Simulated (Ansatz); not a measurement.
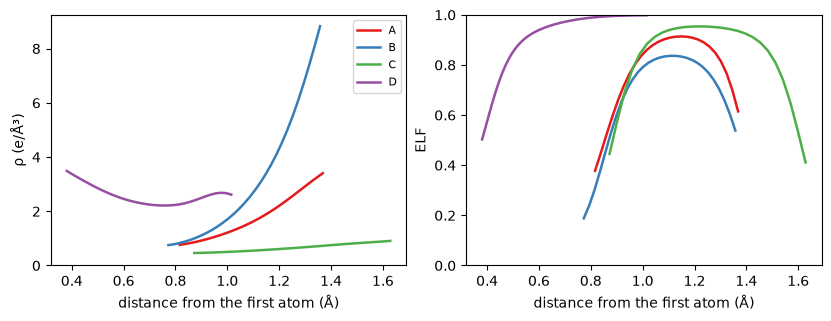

AlFH₄NP. Electron density and ELF along straight lines between neighbouring atoms. The curves leave out the atomic cores.

Geometry: B3LYP-D3(BJ)/def2-SVP.

The calculation used isolated molecule in a Gaussian basis; Kohn-Sham density functional theory, functional PBE0 (Ansatz).

The calculation's input:

```
crystal:
  periodic: [false, false, false]
  atoms:
    - {symbol: Al, position_ang: [-2.369852, -0.002947, -0.517541]}
    - {symbol: F, position_ang: [-3.647404, -0.800938, 0.205512]}
    - {symbol: N, position_ang: [-2.246490, 1.737531, -0.249795]}
    - {symbol: P, position_ang: [-0.800409, -1.240857, -1.707318]}
    - {symbol: H, position_ang: [-2.888920, 2.280755, 0.320100]}
    - {symbol: H, position_ang: [-1.533346, 2.342499, -0.645042]}
    - {symbol: H, position_ang: [-0.575242, -0.175086, -2.636464]}
    - {symbol: H, position_ang: [-1.817129, -1.851013, -2.508151]}
basis:
  gaussian:
    orbitals: def2-TZVPD
hamiltonian:
  xc: pbe0
output: {forces: true, orbitals: {seedname: orbitals}}
```

Launched as:

```sh
ansatz run input.yaml --threads 2 --pin off --max-ram 4350MiB --events-out events.jsonl --progress --plain --runs-dir runs
```

Question: Which curve belongs to which contact (Al–F, Al–N, Al–P and N–H)? The first atom named is at distance zero.

Answer: Curve A: Al–N (1.77 Å): ρ is about 0.88 e/Å³ halfway; the ELF peaks at about 0.90 in the valence shell of N, 0.6 Å from its nucleus, and is about 0.60 at the midpoint. Curve B: Al–F (1.67 Å): ρ at the midpoint is about 0.88 e/Å³; the ELF peaks at about 0.85 in the valence shell of F, 0.6 Å from its nucleus, and is about 0.35 at the midpoint. Curve C: Al–P (2.33 Å): the density is about 0.58 e/Å³ at the midpoint; the ELF peaks at about 0.95 between the atoms (a covalent bond). Curve D: N–H (1.02 Å): the density is about 2.8 e/Å³ at the midpoint; the ELF climbs to about 1 towards the hydrogen, as it does in any bond to H; an ordinary covalent bond to hydrogen.
